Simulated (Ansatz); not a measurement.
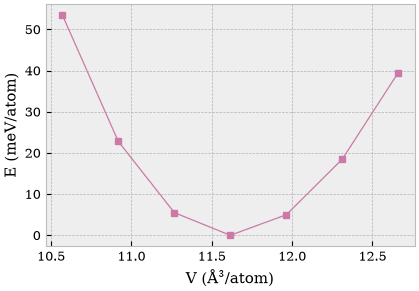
Figure. SiC2 in space group P4_2/mmc (No. 131; Si on 2e, C on 4i) under volume change, DFT-PBE in the program Ansatz with PAW potentials, shape and atoms relaxed at each volume.

### Question
What does a third-order Birch–Murnaghan fit give for V₀, B₀ and B′?

### Answer
V₀ = 11.62 Å³/atom, B₀ = 155 GPa, B′ = 3.9.

The start of the workflow was typed in or built on a structure type; neither database checked (COD, Materials Project) lists it. Its standing as an ambient phase is unchecked. The cell was relaxed with PBE under the symmetry of its start; whether a distortion lowers the energy is not shown. Its formation energy is positive at this level, so the cell may be metastable or incomplete.

Potentials: the later of the program's two PAW sets.
